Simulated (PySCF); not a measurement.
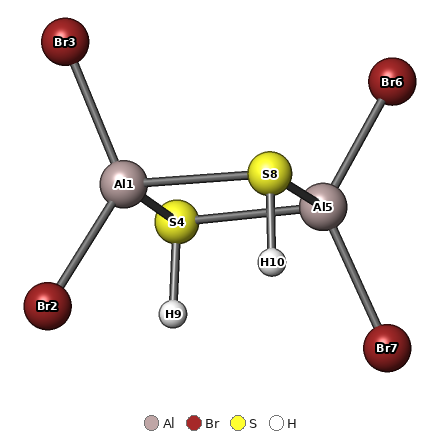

Al₂H₂S₂Br₄, singlet. Vertical core-electron binding energies by ΔSCF (SCAN, pcX-2 on the ionised atom (unc-x2c-TZVPall on a metal), pcseg-1 elsewhere, spin-free X2C; PySCF, at a PBE0-D3(BJ)/def2-SVP geometry (no frequency check)), gas phase, against the vacuum level. One atom of each kind was ionised; within a panel, areas follow the number of like atoms and 2j + 1 (2p levels are split by first-order spin-orbit coupling, an approximation), Gaussians of 0.4 eV full width. Only the regions named are shown.

### Predict the Al 2p photoelectron lines.

```csv
level,atoms,binding energy (eV)
Al 2p1/2,"Al1, Al5",82.4
Al 2p3/2,"Al1, Al5",82.0
```

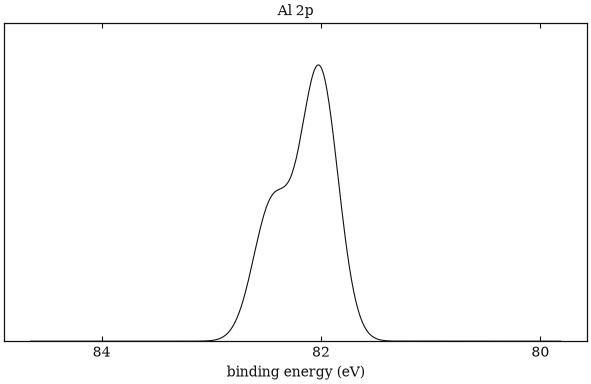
